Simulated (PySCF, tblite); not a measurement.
# Si2H4S2, a fragment of a glass network (2-ring): NMR shifts, core binding energies and electronic excitations

Wanted: the NMR shifts, core binding energies and electronic excitations for `[SiH2]1S[SiH2]S1`. It is drawn as: Si Si, H ends, S bridges.

Programs: tblite 0.8.0 and PySCF 2.14.0. All values are calculated, for the isolated system unless a continuum is named. Atoms count from 0, parts from 1.

## (1) The system as given

8 atoms, charge 0, multiplicity 1; geometry: distance geometry start.

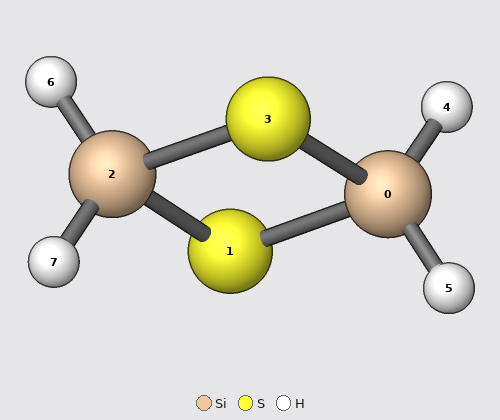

The starting geometry (silicon light orange, sulfur yellow, hydrogen white), atoms numbered.

## (2) Geometry optimisation with GFN2-xTB

The job: settings as JSON, then the geometry in Å.

```
{"job": {"kind": "relax", "xc": "GFN2-xTB", "basis": "xTB"}, "charge": 0, "multiplicity": 1}
Si    -0.796682    -0.335403     1.975314
S     -2.011446     1.078604     0.798465
Si    -2.284354    -0.317123    -0.875506
S     -1.054677    -1.724204     0.267931
H     -1.483897    -0.794785     3.110558
H      0.527120     0.095231     2.081425
H     -3.587732    -0.743242    -0.999032
H     -1.587107     0.141402    -2.014834
```

Level: GFN2-xTB geometry optimisation, gas phase.

Launch:

```
$ OMP_NUM_THREADS=1 python cluster_run.py task.json out
```

One launch serves the whole session: the jobs run in the order shown.

Output:

```text
step      E/eV     max force
  0    -328.56475    2.787
  1    -328.77047    1.172
  2    -328.82381    0.569
  3    -328.84390    0.405
  4    -328.86328    0.406
  5    -328.87641    0.330
  6    -328.88528    0.253
  7    -328.89065    0.217
  8    -328.89465    0.153
  9    -328.89685    0.137
 10    -328.89868    0.116
 11    -328.90184    0.190
 12    -328.90569    0.217
 13    -328.90827    0.134
 14    -328.90902    0.041
 15    -328.90913    0.028
 16    -328.90916    0.019
 17    -328.90918    0.009
 18    -328.90918    0.005
```

It took 0.33 s on 1 thread of AMD EPYC 9B45, shared host.

The steps of the relaxation:

```
step  energy from step 0 (eV)  largest force (eV/Å)
   0                   0.0000                2.7874
   1                  -0.2057                1.1713
   2                  -0.2591                0.5683
   3                  -0.2792                0.4050
   4                  -0.2985                0.4060
   5                  -0.3117                0.3307
   6                  -0.3205                0.2532
   7                  -0.3259                0.2170
   8                  -0.3299                0.1536
   9                  -0.3321                0.1374
  10                  -0.3339                0.1162
  11                  -0.3371                0.1901
  12                  -0.3409                0.2166
  13                  -0.3435                0.1338
  14                  -0.3443                0.0417
  15                  -0.3444                0.0283
  16                  -0.3444                0.0195
  17                  -0.3444                0.0093
  18                  -0.3444                0.0047
```

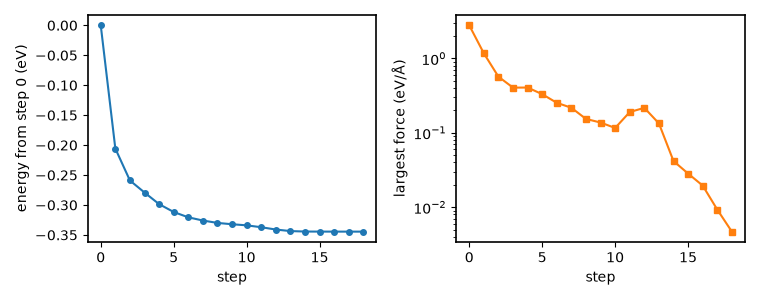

Energy and force, step by step.

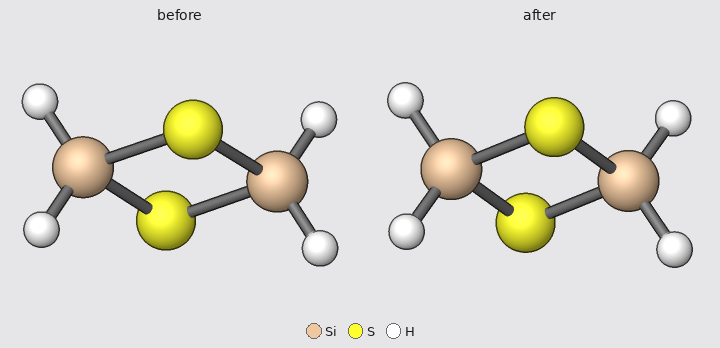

Before and after, at one scale.

Close pairs (by a distance rule), those that changed most:

```
  bond  before (Å)  after (Å)  change (Å)
Si2–H6       1.377      1.447      +0.071
Si0–S3       2.216      2.162      -0.054
Si0–H5       1.396      1.447      +0.051
Si0–H4       1.404      1.447      +0.043
Si0–S1       2.205      2.162      -0.043
Si2–H7       1.412      1.448      +0.035
S1–Si2       2.197      2.162      -0.035
Si2–S3       2.191      2.162      -0.028
```

## (3) Geometry optimisation at PBE0-D3(BJ)/def2-SVP

The job: settings as JSON, then the geometry in Å.

```
{"job": {"xc": "PBE0", "basis": "def2-SVP", "d3": "d3bj", "grid": 2, "kind": "geom", "shake": 0.01}, "charge": 0, "multiplicity": 1}
Si     0.692497    -0.040503     1.306996
S     -0.515266     1.474118     0.277406
Si    -0.691394     0.012839    -1.312104
S      0.541796    -1.477208    -0.282447
H     -0.013863    -0.480442     2.482900
H      2.038046     0.434741     1.444396
H     -2.031671    -0.431847    -1.444813
H      0.025932     0.479750    -2.500235
```

Output:

```text
step   0  E = -1376.92004621  max force = 0.039334
step   1  E = -1376.92564185  max force = 0.020419
step   2  E = -1376.92965382  max force = 0.011333
step   3  E = -1376.93091414  max force = 0.002264
step   4  E = -1376.93095538  max force = 0.000848
step   5  E = -1376.93096008  max force = 0.000162
optimisation converged
```

Wall time 13 s (1 thread of AMD EPYC 9B45, shared host); peak memory 0.48 GiB.

Step by step:

```
step  energy from step 0 (eV)  largest force component (eV/Å)
   0                   0.0000                          2.0226
   1                  -0.1523                          1.0500
   2                  -0.2614                          0.5828
   3                  -0.2957                          0.1164
   4                  -0.2969                          0.0436
   5                  -0.2970                          0.0083
```

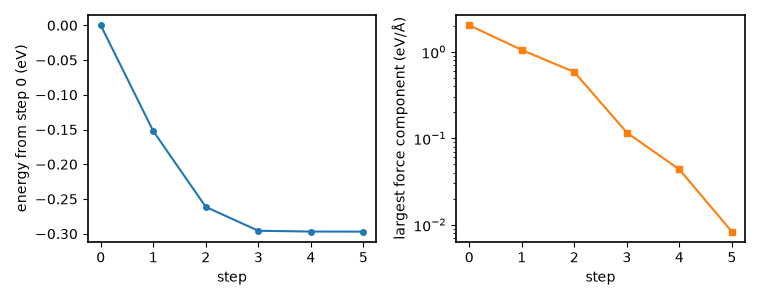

Energy and force, step by step.

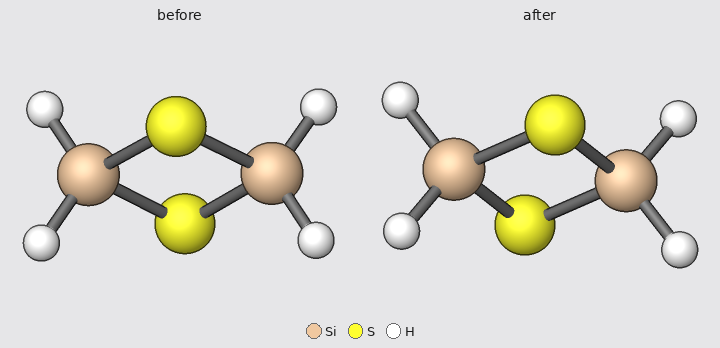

The geometry before (left) and after (right).

Close pairs (by a distance rule), those that changed most:

```
  bond  before (Å)  after (Å)  change (Å)
Si2–H6       1.418      1.490      +0.071
Si0–H5       1.434      1.490      +0.056
Si0–H4       1.441      1.490      +0.049
Si0–S1       2.194      2.156      -0.038
Si2–S3       2.191      2.156      -0.035
Si2–H7       1.464      1.490      +0.025
S1–Si2       2.166      2.155      -0.011
Si0–S3       2.148      2.156      +0.008
```

The final coordinates are the input of the step that follows.

```
                         at the end point                value
  point group (found at 0.08 Å tolerance)                  D2h
rotational constants (GHz, main isotopes)  3.700, 2.848, 1.673
                        dipole moment (D)                 0.00
```

## (4) Nuclear shieldings: PBE0/pcSseg-2

The job: settings as JSON, then the geometry in Å.

```
{"job": {"kind": "nmr", "xc": "PBE0", "basis": "pcSseg-2"}, "charge": 0, "multiplicity": 1}
Si     0.513593     0.224081     1.283540
S     -0.657630     1.493235    -0.006713
Si    -0.500351    -0.231103    -1.290481
S      0.671076    -1.500300    -0.000479
H     -0.194779    -0.086895     2.556662
H      1.844716     0.816016     1.594860
H     -1.831485    -0.822947    -1.601777
H      0.207921     0.079570    -2.563794
```

Level: GIAO PBE0/pcSseg-2 NMR shielding, non-relativistic, gas phase.

Output:

```text
coarse grid: 8976 points
cycle   1  E = -1377.3853829330  dE =  2.918e-01  |g| = 3.353e-01  |ddm| = 2.378e+00
cycle   2  E = -1377.3772895698  dE =  8.093e-03  |g| = 3.755e-01  |ddm| = 7.034e-01
cycle   3  E = -1377.4135467044  dE = -3.626e-02  |g| = 4.668e-02  |ddm| = 4.139e-01
cycle   4  E = -1377.4138967318  dE = -3.500e-04  |g| = 1.589e-02  |ddm| = 4.807e-02
cycle   5  E = -1377.4139556157  dE = -5.888e-05  |g| = 3.600e-03  |ddm| = 1.664e-02
cycle   6  E = -1377.4139584955  dE = -2.880e-06  |g| = 5.952e-04  |ddm| = 3.349e-03
final grid: 68832 points
cycle   7  E = -1377.4303451326  dE = -3.027e-05  |g| = 5.339e-03  |ddm| = 1.855e-02
cycle   8  E = -1377.4303435663  dE =  1.566e-06  |g| = 5.501e-03  |ddm| = 9.939e-03
cycle   9  E = -1377.4303502025  dE = -6.636e-06  |g| = 5.827e-04  |ddm| = 5.765e-03
cycle  10  E = -1377.4303502953  dE = -9.281e-08  |g| = 1.633e-04  |ddm| = 6.933e-04
cycle  11  E = -1377.4303503018  dE = -6.571e-09  |g| = 2.552e-05  |ddm| = 1.536e-04
cycle  12  E = -1377.4303503020  dE = -1.971e-10  |g| = 1.026e-06  |ddm| = 2.928e-05
converged SCF energy = -1377.4303503020

GIAO shielding tensors (ppm)
atom      isotropic    diamagn.    paramagn.     s11        s22        s33       span
  0 Si     351.326     877.829    -526.504    318.448    357.030    378.500     60.053
  1 S      743.263    1058.745    -315.482    607.955    786.527    835.306    227.350
  2 Si     351.340     877.829    -526.489    318.453    357.035    378.531     60.078
  3 S      743.236    1058.733    -315.497    607.925    786.515    835.269    227.344
  4 H       25.259      28.146      -2.887     22.268     22.838     30.671      8.403
  5 H       25.260      28.137      -2.876     22.270     22.838     30.673      8.403
  6 H       25.261      28.144      -2.883     22.270     22.838     30.673      8.403
  7 H       25.259      28.135      -2.876     22.268     22.837     30.671      8.403
```

It took 12 s on 1 thread of AMD EPYC 9B45, shared host; peak memory 0.84 GiB.

The references, computed at this level on geometries of the same kind, shield at (ppm): ¹H TMS 31.25, ²⁹Si TMS 341.3, ³³S CS2 503. Their shielding less the atom's gives the shift. The references are single molecules in the gas phase. Atoms listed in one row are averaged.

```
         atoms                                                environment  σ (ppm)  δ (ppm)
H4, H5, H6, H7  hydrogen on a silicon bonded to 2 S, in a 4-membered ring    25.26     5.99
      Si0, Si2           silicon bonded to 2 S, 2 H, in a 4-membered ring    351.3    -10.0
        S1, S3                sulfur bonded to 2 Si, in a 4-membered ring      743     -240
```

Charges from the same density, by scheme (e):

```
   atoms  Mulliken    IAO  Hirshfeld  ESP fit
Si0, Si2      0.52   0.67       0.30     0.23
  S1, S3     -0.34  -0.44      -0.16    -0.21
```

ESP fit charges:

```
atom  value (e)
 Si0       0.25
  S1      -0.21
 Si2       0.21
  S3      -0.21
  H4      -0.01
  H5      -0.01
  H6       0.00
  H7       0.00
```

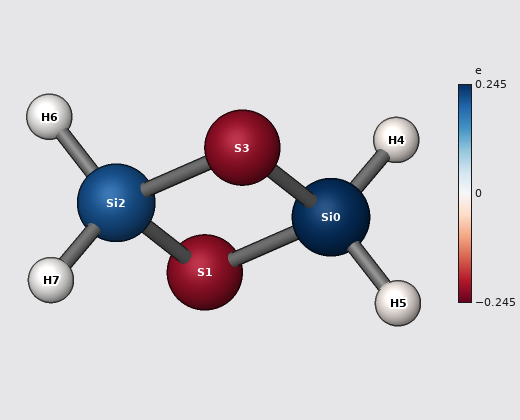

ESP fit charges, as colours on the atoms.

Mayer bond orders: Si0–S1 1.01, S1–Si2 1.01, Si2–S3 1.01, S3–Si0 1.01.

Ring of atoms Si0, S1, Si2, S3: NICS(0) -4.2, NICS(1) -1.1, NICS(1)zz 6.2 ppm (means of both faces).

## (5) Core holes by ΔSCF: SCAN, X2C

Settings changed since step 4:

```diff
@@ -1,2 +1,2 @@
-{"job": {"kind": "nmr", "xc": "PBE0", "basis": "pcSseg-2"}, "charge": 0, "multiplicity": 1}
+{"job": {"kind": "xps", "holes": 5}, "charge": 0, "multiplicity": 1}
 Si     0.513593     0.224081     1.283540
```

With the program's defaults for keys left out, this is: delta-SCF UKS SCAN, pcX-2 on the ionised atom, pcseg-1 elsewhere, spin-free X2C.

Output:

```text
ground state, core basis on atom 1 (S), 134 functions
  cycle   1  E = -1381.03272165  |g| = 3.46e-01
  cycle   2  E = -1380.99843916  |g| = 4.69e-01
  cycle   3  E = -1381.06694275  |g| = 4.82e-02
  cycle   4  E = -1381.06755007  |g| = 2.50e-02
  cycle   5  E = -1381.06771530  |g| = 6.62e-03
  cycle   6  E = -1381.06772568  |g| = 2.63e-03
  cycle   7  E = -1381.06772828  |g| = 6.74e-04
  cycle   8  E = -1381.06772555  |g| = 1.11e-04
  E(ground) = -1381.14230149 Eh
hole in S 2p of atom 1
  cycle   1  E = -1374.38263795  |g| = 1.53e+00
  cycle   2  E = -1372.62966065  |g| = 1.87e+00
  cycle   3  E = -1374.31292911  |g| = 8.23e-01
  cycle   4  E = -1374.83171462  |g| = 1.07e-01
  cycle   5  E = -1374.83317864  |g| = 7.83e-02
  cycle   6  E = -1374.83722725  |g| = 1.86e-02
  cycle   7  E = -1374.83745184  |g| = 4.89e-03
  cycle   8  E = -1374.83746314  |g| = 2.10e-03
  cycle   9  E = -1374.83746682  |g| = 5.70e-04
  cycle  10  E = -1374.83746761  |g| = 1.92e-04
  E(ion) = -1374.91906936 Eh   <S^2> = 0.7534   hole on atom = 1.001   binding energy = 169.343 eV
  2p3/2 = 169.051 eV   2p1/2 = 170.286 eV
ground state, core basis on atom 2 (Si), 134 functions
  cycle   1  E = -1381.01812895  |g| = 2.88e-01
  cycle   2  E = -1381.01802182  |g| = 4.36e-02
  cycle   3  E = -1381.01756482  |g| = 5.10e-02
  cycle   4  E = -1381.01834078  |g| = 1.16e-02
  cycle   5  E = -1381.01838359  |g| = 2.21e-03
  cycle   6  E = -1381.01838047  |g| = 2.42e-04
  E(ground) = -1381.06510135 Eh
hole in Si 2p of atom 2
  cycle   1  E = -1376.69808248  |g| = 1.24e+00
  cycle   2  E = -1376.07491530  |g| = 1.46e+00
  cycle   3  E = -1376.86550132  |g| = 4.80e-01
  cycle   4  E = -1377.02042973  |g| = 1.36e-01
  cycle   5  E = -1377.03208593  |g| = 3.49e-02
  cycle   6  E = -1377.03290129  |g| = 1.06e-02
  cycle   7  E = -1377.03297173  |g| = 2.73e-03
  cycle   8  E = -1377.03297818  |g| = 1.17e-03
  cycle   9  E = -1377.03297723  |g| = 3.92e-04
  E(ion) = -1377.09256800 Eh   <S^2> = 0.7520   hole on atom = 1.003   binding energy = 108.098 eV
  2p3/2 = 107.933 eV   2p1/2 = 108.560 eV
```

Wall time 6.2 s (1 thread of AMD EPYC 9B45, shared host); peak memory 0.44 GiB.

The holes in one table. −ε is the ground-state orbital energy:

```
       hole  stands for                                       environment  ΔSCF (eV; 2p as the shell's mean)  −ε (eV)   ⟨S²⟩
  S2p on S1      S1, S3       sulfur bonded to 2 Si, in a 4-membered ring                             169.46    158.2  0.753
Si2p on Si2    Si0, Si2  silicon bonded to 2 S, 2 H, in a 4-membered ring                             108.14     97.7  0.752
```

Each hole run stands for the others of its class of like atoms.

With the spin-orbit splitting: S1 2p3/2 169.05, 2p1/2 170.29 eV; Si2 2p3/2 107.93, 2p1/2 108.56 eV. The table gives each 2p level as the mean over the whole 2p shell (two parts 2p3/2, one part 2p1/2), which differs a little from the single hole in the log.

## (6) Ultraviolet spectrum: CAM-B3LYP/def2-SVPD

Settings changed since step 5:

```diff
@@ -1,2 +1,2 @@
-{"job": {"kind": "xps", "holes": 5}, "charge": 0, "multiplicity": 1}
+{"job": {"kind": "uv", "xc": "CAM-B3LYP", "basis": "def2-SVPD", "nstates": 6, "ntriplets": 2, "ip": true}, "charge": 0, "multiplicity": 1}
 Si     0.513593     0.224081     1.283540
```

With the program's defaults for keys left out, this is: TDDFT CAM-B3LYP/def2-SVPD, vertical, gas phase, core orbitals frozen in the response.

Output:

```text
coarse grid: 8976 points
cycle   1  E = -1377.2824638589  dE =  3.133e-01  |g| = 3.720e-01  |ddm| = 3.247e+00
cycle   2  E = -1377.2947802472  dE = -1.232e-02  |g| = 3.374e-01  |ddm| = 1.144e+00
cycle   3  E = -1377.3306911391  dE = -3.591e-02  |g| = 1.808e-02  |ddm| = 5.466e-01
cycle   4  E = -1377.3308436351  dE = -1.525e-04  |g| = 6.362e-03  |ddm| = 5.114e-02
cycle   5  E = -1377.3308584430  dE = -1.481e-05  |g| = 1.875e-03  |ddm| = 1.588e-02
cycle   6  E = -1377.3308598221  dE = -1.379e-06  |g| = 2.604e-04  |ddm| = 3.667e-03
final grid: 68832 points
cycle   7  E = -1377.4742352221  dE = -2.337e-06  |g| = 3.369e-04  |ddm| = 1.455e-02
cycle   8  E = -1377.4742352533  dE = -3.123e-08  |g| = 2.026e-04  |ddm| = 1.641e-03
cycle   9  E = -1377.4742352658  dE = -1.253e-08  |g| = 6.188e-05  |ddm| = 4.127e-04
cycle  10  E = -1377.4742352674  dE = -1.527e-09  |g| = 7.998e-06  |ddm| = 1.393e-04
cycle  11  E = -1377.4742352674  dE = -4.729e-11  |g| = 3.343e-06  |ddm| = 3.185e-05
converged SCF energy = -1377.4742352674

Static polarisability (au): isotropic 88.315, principal 72.738 93.752 98.457

Singlet excitations
state   eV       nm        f      main configurations
  1   5.4793    226.3   0.00000   H->L 0.96
  2   5.5669    222.7   0.00000   H->L+1 0.93
  3   5.6049    221.2   0.00000   H-1->L+1 0.92
  4   5.6944    217.7   0.01851   H-1->L 0.97
  5   6.6266    187.1   0.00000   H-2->L 0.98
  6   6.6671    186.0   0.00555   H->L+2 0.89

Triplet excitations (Tamm-Dancoff, eV): 5.2122 5.3152
Vertical ionisation energy (delta-SCF) = 9.7424 eV
Vertical electron affinity (delta-SCF) = -0.5362 eV
```

Run time: 22 s. Hardware: 1 thread of AMD EPYC 9B45, shared host; peak memory 0.63 GiB.

Frontier orbitals and where they lie:

```
orbital      eV                        atoms
 HOMO−3  -10.63   S3 21 %, S1 21 %, Si2 18 %
 HOMO−2   -9.93    S3 43 %, S1 43 %, Si0 7 %
 HOMO−1   -9.07    S1 42 %, S3 42 %, Si2 8 %
   HOMO   -8.91   S3 28 %, S1 28 %, Si2 11 %
   LUMO   -0.13  Si0 21 %, Si2 21 %, S1 17 %
 LUMO+1    0.07   S3 29 %, S1 29 %, Si0 14 %
 LUMO+2    0.88  Si0 23 %, Si2 23 %, S1 18 %
```

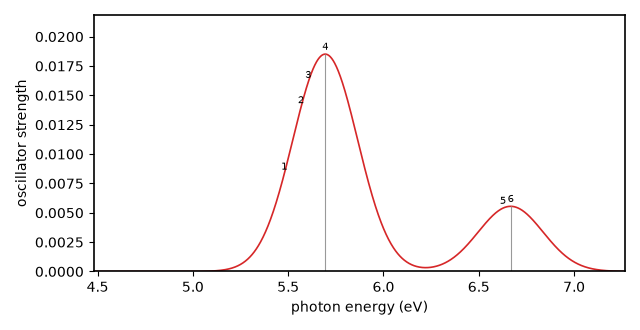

Absorption spectrum from the 6 singlet states computed; above the last one it falls off for lack of states. Lines are broadened to a width of 0.40 eV (Gaussian).

Further results of this job:

```
           property  computed
  dipole moment (D)      0.00
polarisability (Å³)     13.09
 HOMO–LUMO gap (eV)      8.77
      −ε(HOMO) (eV)      8.91
```

## (7) Outcome

| quantity | value |
| --- | --- |
| point group | D2h |
| rotational constants (main isotopes) | 3.70, 2.85, 1.67 GHz |
| ¹H shifts against TMS (PBE0/pcSseg-2, means over atoms taken as alike) | 5.99 ppm |
| ²⁹Si shifts against TMS (PBE0/pcSseg-2, means over atoms taken as alike) | -10.0 ppm |
| ³³S shifts against CS2 (PBE0/pcSseg-2, means over atoms taken as alike) | -240 ppm |
| S2p binding energies, SCAN/pcX-2 | S1 169.46 eV |
| Si2p binding energies, SCAN/pcX-2 | Si2 108.14 eV |
| lowest singlet (CAM-B3LYP/def2-SVPD) | 5.48 eV (226 nm), f = 0.000 |
| brightest single state of those computed | state 4, 5.69 eV, f = 0.019 |
| lowest triplet | 5.21 eV |
| vertical ionisation energy (ΔSCF) | 9.74 eV |
| vertical electron affinity (ΔSCF) | -0.54 eV (unbound: the value hangs on the basis) |

The optimisation took 5 steps and gained 0.297 eV; among the close pairs (by a distance rule), Si2–H6 changed most, from 1.418 to 1.490 Å (PBE0/def2-SVP). No frequency check was run at this level, so the end point may be a saddle. At PBE0/pcSseg-2: The largest span, 227 ppm, is at S1, S3, where the paramagnetic term is -315 ppm. The first singlet state (HOMO→LUMO 0.96) lies at 5.48 eV and is dark; of the 6 states computed, the strongest absorption comes from state 4 at 5.69 eV. The lowest triplet lies 0.27 eV below the lowest singlet (triplets in Tamm-Dancoff, singlets in full TDDFT). ΔSCF puts the ionisation energy at 9.74 eV, 0.84 eV above −ε(HOMO).
